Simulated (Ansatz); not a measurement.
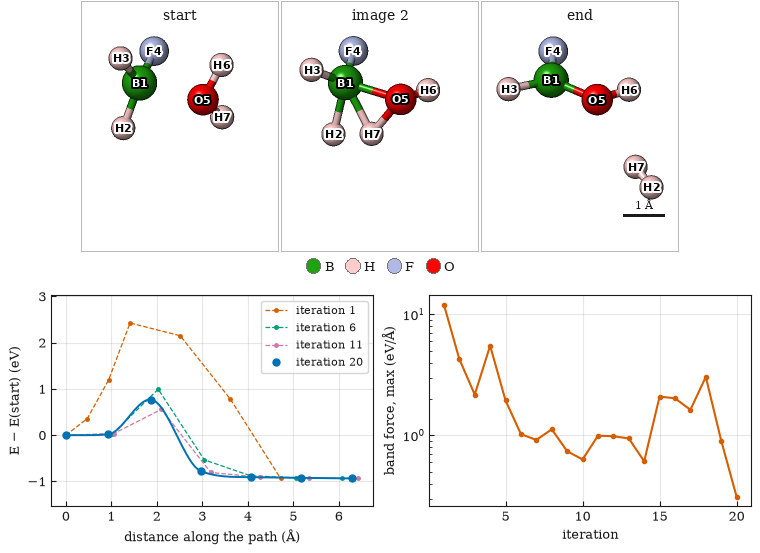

A search for the minimum-energy path of BH4OF by the nudged elastic band. Images are numbered from 0 (start) to 6 (end). The plot follows the band through its iterations. A ball-and-stick model, seen at a tilt.

All numbers below come from Ansatz 0.2.0, RKS PBE-D4/cc-pVDZ. Run with 5 movable images; climbing image; force threshold 0.5 eV/Å; iteration limit 60; starting path through a guess of the saddle point.

Question: Did the band converge, and can the barrier be trusted?

Answer: The run is converged, with reservations. The band converged in 20 iterations. The largest component of the band force went from 12 to 0.31 eV/Å. The climbing image converged on the top of the path. Its curvatures weren't checked. The force threshold is loose. The first iteration put the highest image at 2.43 eV. Forward barrier 0.77 eV, backward barrier 1.70 eV, with image 2 at the top; the reaction energy is −0.93 eV.
